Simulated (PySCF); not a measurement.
Si(OMe)(SiH3), SMILES CO[Si][SiH3] (CH₆OSi₂) at its PBE0/def2-SVP optimised geometry (Å):

```
10

Si    -0.4050    -1.1082     0.0000
O     -0.5583     0.5595     0.0000
C     -1.7894     1.2403     0.0041
H     -1.8514     1.8818     0.8974
H     -1.8545     1.8868    -0.8854
H     -2.6506     0.5466     0.0037
Si     2.0196    -1.1082     0.0000
H      2.5123    -1.8369     1.2183
H      2.6506     0.2498    -0.0264
H      2.5173    -1.8868    -1.1847
```

Method: PBE0/def2-TZVP (PySCF). Cells within 0.4 Å of a nucleus heavier than hydrogen are left out (blank, or x).

Map of the log10 of the electron density (e/bohr³), floored at −4 on the plane z = 0.0 Å:

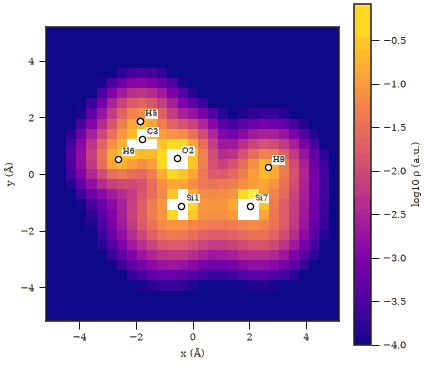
Fig. 1. Log10 of the electron density (e/bohr³), floored at −4 on the plane z = 0.0 Å.
